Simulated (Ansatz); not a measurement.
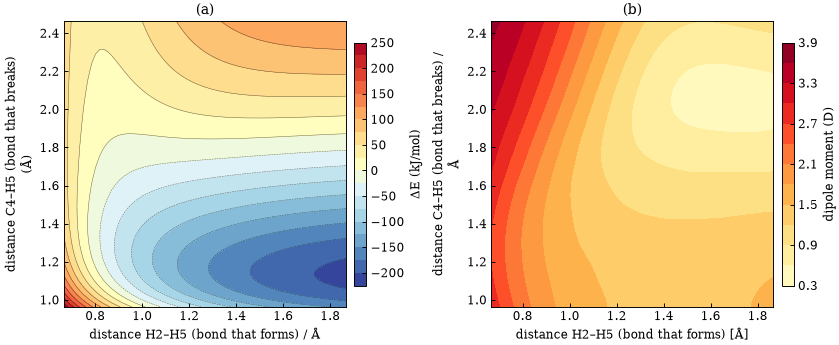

The reacting system CH₄AlClO (fragments CH₄AlClO where the first distance is long, CH₂AlClO + H₂ where the second is long). The first coordinate is: distance H2–H5 (bond that forms); the second: distance C4–H5 (bond that breaks). Relaxed at each point: all other coordinates. The scan uses a 13 × 13 grid. Points are written as (first, second). All energies are given in kJ/mol relative to a guessed transition structure relaxed with its forming and breaking bonds held. The reference is spin-restricted, so regions where a bond is pulled apart into radicals lie too high. These are results of RKS SPW92 (LDA)/def2-SVP (Ansatz), not measurements.

Panel (a) is the energy; panel (b) is the computed dipole moment, in D.

In the figure: filled contours. Between grid points the surface is interpolated.

**How does the dipole moment vary over the map, and what is it at the lowest grid point?**

Leaving out the highest fifth of the energies, it runs from 0.48 D at (1.742 Å, 2.010 Å) to 3.56 D at (0.720 Å, 2.463 Å). At the lowest grid point, (1.866 Å, 1.123 Å), it is 1.50 D. That point lies on the edge of the scan.

```csv
"second ↓, first →",0.666,0.720,0.794,0.878,0.970,1.068,1.171,1.278,1.389,1.504,1.621,1.742,1.866
2.463,3.68,3.56,3.34,3.05,2.64,2.18,1.72,1.32,1.04,0.92,0.91,0.95,1.00
2.308,3.57,3.43,3.20,2.86,2.45,1.98,1.52,1.13,0.85,0.71,0.69,0.71,0.75
2.157,3.45,3.30,3.02,2.67,2.24,1.77,1.33,0.96,0.70,0.56,0.51,0.53,0.56
2.010,3.34,3.15,2.86,2.47,2.03,1.59,1.19,0.87,0.65,0.54,0.49,0.48,0.50
1.867,3.18,2.98,2.66,2.26,1.83,1.44,1.11,0.88,0.73,0.65,0.62,0.61,0.63
1.728,3.06,2.81,2.46,2.06,1.68,1.36,1.12,0.97,0.88,0.83,0.81,0.81,0.81
1.594,2.90,2.64,2.27,1.92,1.59,1.35,1.20,1.09,1.03,1.00,1.00,1.01,1.02
1.465,2.77,2.50,2.15,1.84,1.58,1.39,1.27,1.20,1.16,1.16,1.16,1.17,1.19
1.343,2.69,2.42,2.10,1.82,1.59,1.44,1.35,1.30,1.27,1.27,1.28,1.31,1.34
1.228,2.69,2.41,2.10,1.83,1.63,1.50,1.42,1.37,1.35,1.35,1.37,1.40,1.43
1.123,2.73,2.45,2.14,1.87,1.68,1.54,1.45,1.41,1.40,1.40,1.42,1.46,1.50
1.030,2.82,2.53,2.20,1.92,1.71,1.57,1.48,1.43,1.42,1.42,1.45,1.48,1.53
0.963,2.91,2.60,2.25,1.96,1.74,1.58,1.49,1.44,1.42,1.43,1.45,1.49,1.54
```
